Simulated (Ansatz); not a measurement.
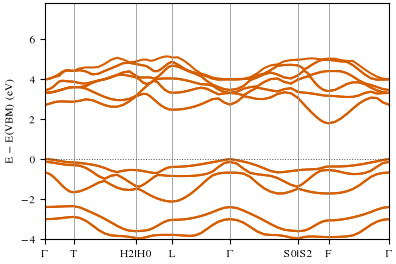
Band structure from the program Ansatz at the r²SCAN with spin–orbit coupling level (PAW)

Read off the gap and where the band edges lie.

About 1.8 eV (1.79 eV by a search for the band edges); maximum at Γ, minimum at F.

The material is Ca₂AsI in space group R-3m (No. 166; Ca on 6c, As on 3b, I on 3a).

The workflow started from a Materials Project entry (that database holds measured and hypothetical structures alike); the Crystallography Open Database files this formula in space group No. 166, but the cells were not matched. Whether it is the stable phase at ambient conditions was not checked. The r²SCAN relaxation kept the symmetry of its start; its stability against distortions is not shown here.

Potentials: the later of the program's two PAW sets.
